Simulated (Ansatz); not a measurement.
**AlClFHO (SMILES [OH][Al]([F])[Cl]): density, localisation and related maps**

The calculation's input:

```
crystal:
  periodic: [false, false, false]
  atoms:
    - {symbol: Al, position_ang: [-0.176059, -0.807068, -0.220615]}
    - {symbol: Cl, position_ang: [-0.846727, -2.594692, 0.608638]}
    - {symbol: F, position_ang: [1.014192, -0.868193, -1.362227]}
    - {symbol: O, position_ang: [-0.786594, 0.697807, 0.214537]}
    - {symbol: H, position_ang: [-1.473782, 0.867617, 0.859926]}
basis:
  gaussian: {orbitals: def2-TZVPD}
output: {forces: true, orbitals: {seedname: orbitals}}
hamiltonian: {xc: pbe0}
```

Run with:

```sh
ansatz run input.yaml --threads 1 --pin off --max-ram 2610MiB --events-out events.jsonl --progress --plain --runs-dir runs
```

Geometry: PBE0-D3(BJ)/def2-SVP.

Computed with isolated molecule in a Gaussian basis; Kohn-Sham density functional theory, functional PBE0 (Ansatz).

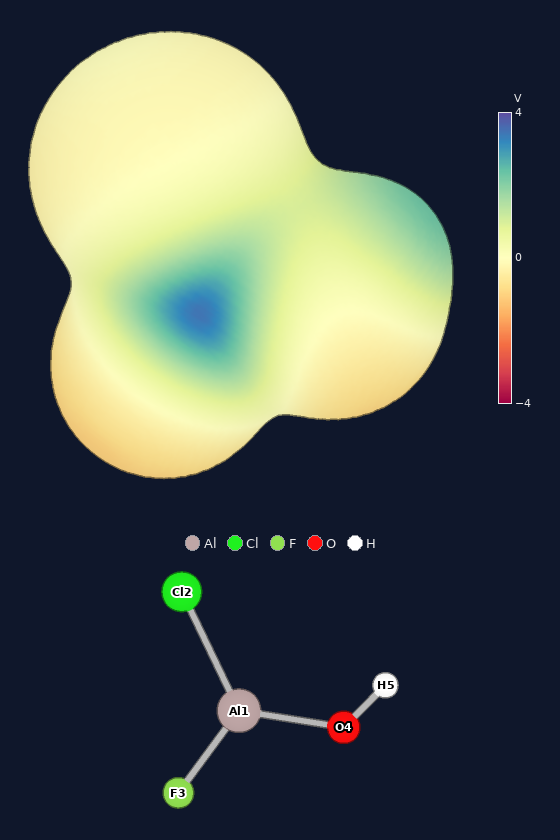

Figure 1. The molecular electrostatic potential painted on the density surface at 0.001 e/bohr³, seen at a tilt; red is negative and blue positive. The bare structure is drawn below in the same view.

**Describe the electrostatic potential map.**

The most negative region (about −1.0 V) lies over F3, the most positive (about +3.3 V) over Al1.

**How polar is the molecule by this calculation?**

Its dipole moment is 2.06 D.

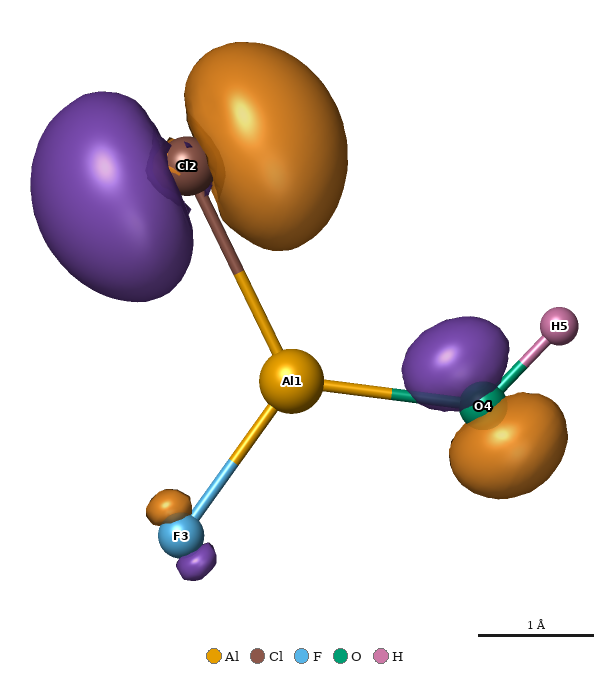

Figure 2. One frontier orbital at ±0.2 Å⁻³ᐟ² (orange and purple are the two phases), seen across its widest extent.

**Which orbital is it: HOMO or LUMO?**

The HOMO, at −9.61 eV. Its weight (Hirshfeld) is mainly on Cl2 (about 75 %) and O4 (about 15 %); it is symmetric in the molecular plane (an in-plane orbital: σ, lone-pair or in-plane π type); largely a lone pair of Cl2.

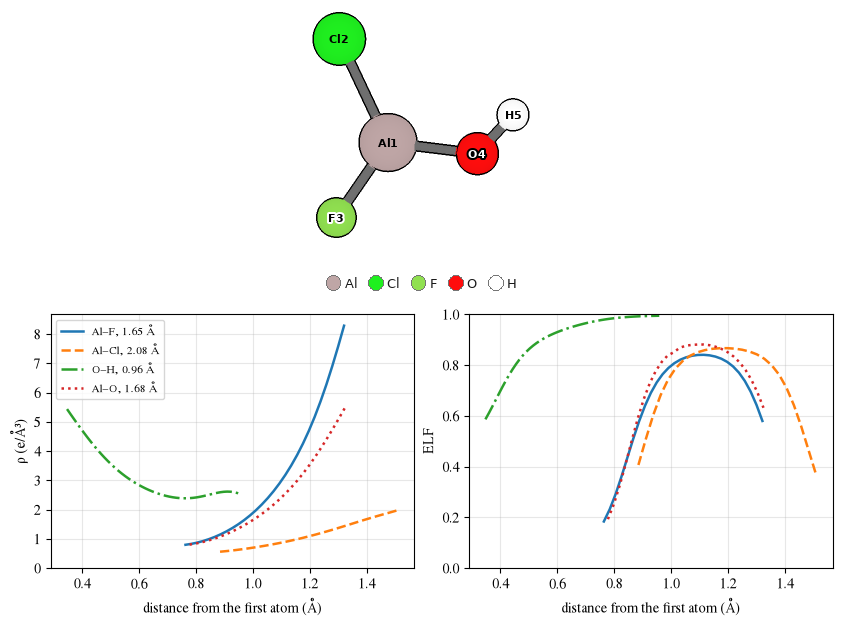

Figure 3. Total electron density and ELF along straight lines between neighbouring atoms. The curves leave out the atomic cores. The structure is drawn too.

**Compare the contacts.**

Al–F (1.65 Å): ρ is about 0.93 e/Å³ halfway; the ELF peaks at about 0.85 in the valence shell of F, 0.5 Å from its nucleus, and is about 0.35 at the midpoint.
Al–Cl (2.08 Å): ρ at the midpoint is about 0.76 e/Å³; the ELF peaks at about 0.85 in the valence shell of Cl, 0.9 Å from its nucleus, and is about 0.80 at the midpoint.
O–H (0.96 Å): ρ at the midpoint is about 3.8 e/Å³; the ELF climbs to about 1 towards the hydrogen, as it does in any bond to H: a covalent bond by its length.
Al–O (1.68 Å): the density is about 0.93 e/Å³ at the midpoint; the ELF peaks at about 0.90 in the valence shell of O, 0.6 Å from its nucleus, and is about 0.40 at the midpoint.
